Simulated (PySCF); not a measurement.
# SnH2O2 (SMILES [OH][Sn][OH]) at 6 levels

We compute a comparison of 6 runs (HF/STO-3G, HF/3-21G, B2PLYP/def2-SVP, CAM-B3LYP/def2-SVP, M06-2X/def2-SVP, wB97X/def2-SVP) of SnH2O2. 

The results are computed with PySCF 2.14.0.

3 further runs of the same task are left out: 3 set aside as unsound or not needed.

**1. The structure to begin with**

The species is SnH2O2 (5 atoms), meant as a singlet with charge 0. SMILES: `[OH][Sn][OH]`. The Sn2–O3 distance was set to 4.326 Å, away from the relaxed value. At this shape a bond of the SMILES string is far longer than usual.

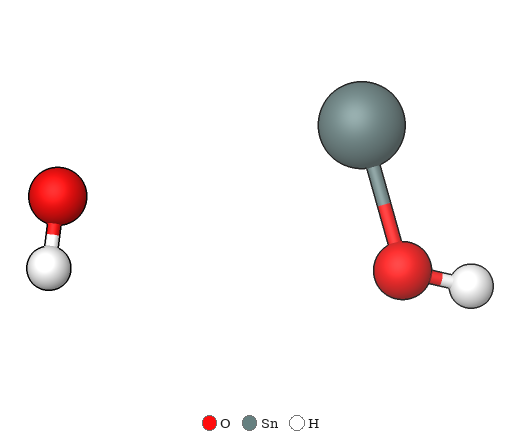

The structure, seen from a chosen angle (oxygen red, tin teal, hydrogen white).

**2. The energy at HF/STO-3G (run 1)**

job.py

```python
from pyscf import gto

mol = gto.M(
    atom='''
O     -3.042928    -0.958375    -0.416037
Sn    -2.212328    -2.080075     0.998663
O      1.561800     0.002900     0.636100
H     -3.959828    -1.141775    -0.633637
H      1.527200     0.695100    -0.033300
''',
    max_memory=1860,
    verbose=4,
    basis='sto-3g',
)

myscf = mol.RHF()
myscf.conv_tol = 1e-10
myscf.kernel()
if not myscf.converged:
    myscf = myscf.newton().run(myscf.mo_coeff, myscf.mo_occ)

etot = myscf.e_tot
print('E(%s) = %.9f' % ('HF', etot))
```

Launch:

```bash
OMP_NUM_THREADS=1 python job.py
```

What it wrote:

```text
PySCF version 2.14.0

[... 93 lines left out ...]
converged SCF energy = -6111.7999211639
E(HF) = -6111.799921164
```

It took 1 s on 1 thread of Intel Xeon at 2.70GHz, shared host; peak memory 0.12 GiB.

**3. The energy at HF/3-21G (run 2)**

input.xyz

```xyz
5
H2O2Sn
O     -3.042928    -0.958375    -0.416037
Sn    -2.212328    -2.080075     0.998663
O      1.561800     0.002900     0.636100
H     -3.959828    -1.141775    -0.633637
H      1.527200     0.695100    -0.033300
```

input.py

```python
from pyscf import gto

mol = gto.M(
    atom='input.xyz',
    max_memory=1860,
    verbose=4,
    charge=0,
    spin=0,
    basis='3-21g',
)

calc0 = mol.RHF()
calc0.conv_tol = 1e-10
calc0.kernel()
if not calc0.converged:
    calc0 = calc0.newton().run(calc0.mo_coeff, calc0.mo_occ)

etot = calc0.e_tot
print('E = %.10f Eh' % etot)
```

Launch:

```bash
OMP_NUM_THREADS=1 python input.py
```

What it wrote:

```text
PySCF version 2.14.0

[... 73 lines left out ...]
converged SCF energy = -6146.13014629812
E = -6146.1301462981 Eh
```

Wall time 1.1 s (1 thread of Intel Xeon at 2.70GHz, shared host); peak memory 0.12 GiB.

Runs 3 to 4 aren't shown in full; the table further down has their settings and results.

**4. A single-point energy at M06-2X/def2-SVP (core potential) (run 5)**

run.py

```python
from pyscf import gto, dft

mol = gto.Mole()
mol.atom = '''
O     -3.042928    -0.958375    -0.416037
Sn    -2.212328    -2.080075     0.998663
O      1.561800     0.002900     0.636100
H     -3.959828    -1.141775    -0.633637
H      1.527200     0.695100    -0.033300
'''
mol.basis = 'def2-svp'
mol.ecp = {'Sn': 'def2-svp'}
mol.verbose = 3
mol.max_memory = 1860
mol.build()

ks = dft.RKS(mol, xc='m06-2x')
ks.conv_tol = 1e-10
ks.grids.level = 5
ks.kernel()
if not ks.converged:
    ks = ks.newton().run(ks.mo_coeff, ks.mo_occ)

e_final = ks.e_tot
print('Final energy', e_final)
```

Launch:

```bash
OMP_NUM_THREADS=1 python run.py
```

What it wrote:

```text
converged SCF energy = -365.537325120715
Final energy -365.537325120715
```

It took 23 s on 1 thread of Intel Xeon at 2.70GHz, shared host; peak memory 0.37 GiB.

**5. The energy at wB97X/def2-SVP (core potential) (run 6)**

input.py

```python
from pyscf import gto, dft

molecule = gto.M(
    atom='''
O     -3.042928    -0.958375    -0.416037
Sn    -2.212328    -2.080075     0.998663
O      1.561800     0.002900     0.636100
H     -3.959828    -1.141775    -0.633637
H      1.527200     0.695100    -0.033300
''',
    charge=0,
    basis='def2-svp',
    spin=0,
    ecp={'Sn': 'def2-svp'},
    max_memory=1860,
    verbose=4,
)

ks = dft.RKS(molecule)
ks.xc = 'wb97x'
ks.grids.level = 5
ks.conv_tol = 1e-10
ks.kernel()
if not ks.converged:
    ks = ks.newton().run(ks.mo_coeff, ks.mo_occ)

energy = ks.e_tot
print('E = %.10f Eh' % energy)
```

Launch:

```bash
OMP_NUM_THREADS=1 python input.py
```

What it wrote:

```text
PySCF version 2.14.0

[... 92 lines left out ...]
converged SCF energy = -365.662350858058
E = -365.6623508581 Eh
```

Run time: 19 s. Hardware: 1 thread of Intel Xeon at 2.70GHz, shared host; peak memory 0.33 GiB.

**6. The series**

```
run                                level  core potential  frozen core orbitals   energy (Eh)  dipole moment (D)  HOMO energy (eV)  LUMO energy (eV)  wall time
  1                            HF/STO-3G               –                     –  -6111.799921               7.95             -1.32              2.41        1 s
  2                             HF/3-21G               –                     –  -6146.130146               9.91             -5.63             -1.17      1.1 s
  3     B2PLYP/def2-SVP (core potential)        def2-svp                     6   -365.307957               9.53             -5.30             -2.80       14 s
  4  CAM-B3LYP/def2-SVP (core potential)        def2-svp                     –   -365.605088               9.09             -5.67             -2.81       19 s
  5     M06-2X/def2-SVP (core potential)        def2-svp                     –   -365.537325               9.67             -5.38             -2.85       23 s
  6      wB97X/def2-SVP (core potential)        def2-svp                     –   -365.662351               9.81             -6.29             -2.12       19 s
```

**7. Outcome**

```
            quantity          value
 run 6: total energy  -365.66235 Eh
run 6: dipole moment         9.81 D
  run 6: HOMO energy       -6.29 eV
  run 6: LUMO energy       -2.12 eV
run 6: HOMO–LUMO gap        4.17 eV
```

What this shows: The dipole moment (its size) runs from 7.95 D (HF/STO-3G) to 9.91 D (HF/3-21G). The HOMO–LUMO gap runs from 2.50 eV (B2PLYP/def2-SVP) to 4.45 eV (HF/3-21G). The two ends differ in method and basis and core potential. A double hybrid's value is that of its SCF part. Totals of different functionals can't be ranked against each other. Some runs of one species differ in core potentials or relativity; totals across that change don't compare. In run 1 the basis is minimal, so the values are rough. In runs 1, 2, 3, 4, 5, 6 a closed-shell determinant meets a far-stretched bond, which it describes badly. In runs 1, 2 relativity is left out where basis or elements ask for it. All runs together took 78 s, the longest 23 s.
